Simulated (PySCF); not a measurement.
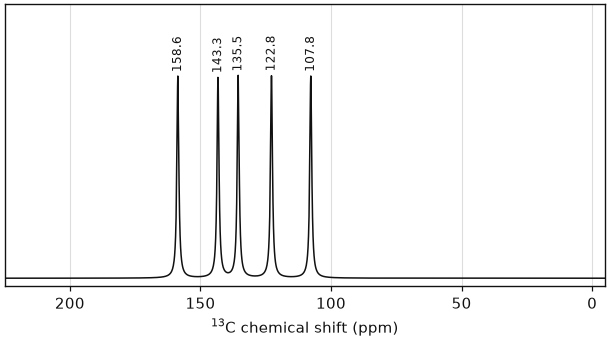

GIAO shifts, PBE0/pcSseg-1, PySCF, at a PBE0-D3(BJ)/def2-SVP geometry (no frequency check), against TMS for ¹³C computed at the same level. Gas phase, fully decoupled, line heights follow the number of nuclei, widths are arbitrary (no quadrupolar broadening); values of one conformer, averaged over methyl-type rotors and exact or near symmetry; other conformers aren't averaged in.

Which structure fits the spectrum?
A. C₅H₅N, SMILES C=C/C=C/C#N
B. C₃H₅ClO (alpha-epichlorohydrin), SMILES ClC[C@@H]1CO1
C. C₉H₅FO₂, SMILES O=C(F)c1cc2ccccc2o1
D. C₄H₇N (butanenitrile), SMILES CCCC#N

A. Its ¹³C signals: 158.6 (1 C), 143.3 (1 C), 135.5 (1 C), 122.8 (1 C), 107.8 (1 C) ppm.
